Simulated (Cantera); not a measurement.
Feed: 1 mol Si, 3.5 mol HCl, 3.9 mol H2, at 2100 Torr.

Cantera equilibrium calculation (NASA polynomials, part measured and part estimated; ideal gas, pure solids and liquids). Candidate condensed phases: Si; 19 gas species. The tables' values for SiCl3 are old estimates; treat these amounts as uncertain. Rates play no part.

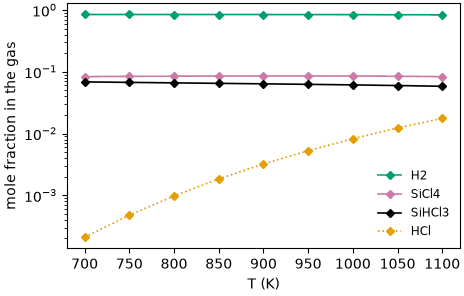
*Equilibrium gas composition (values under 1e-9 drawn at 1e-9)*

From 700 K to 1100 K the condensed part is Si(s). The main Si-bearing gas is SiCl4 throughout. The share of Si in condensed phases is highest at 1100 K (3.8 %) and lowest at 700 K (0.4 %).
